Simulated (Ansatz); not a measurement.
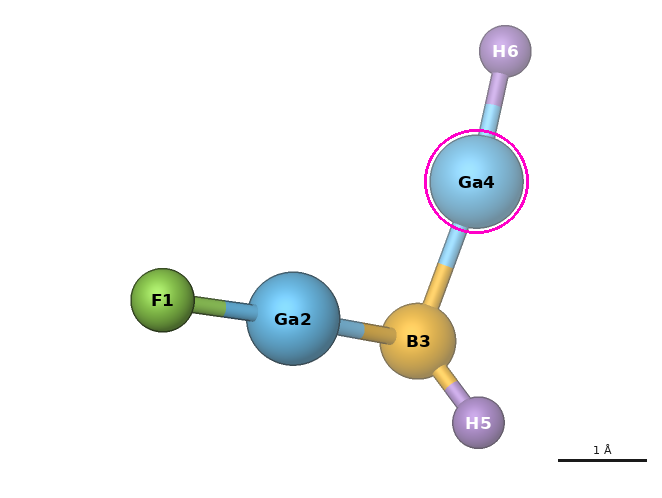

Orthographic view. Distant atoms are faded towards the background colour. The computed structure is the end point of a PBE0-D4/def2-TZVP optimisation.

Question: Name the neighbours of the circled atom.

Answer: The circled atom is Ga4; it is bonded to B3, H6.

Question: What is the shortest path along bonds from the circled atom to F1?

Answer: Ga4–B3–Ga2–F1, 3 bonds; through space the two are 4.39 Å apart.

Question: Which two atoms are farthest apart in space?

Answer: F1 and H6, 5.44 Å.

Question: Which atom is nearest the viewer?

Answer: F1, 1.6 Å in front of the mean position.
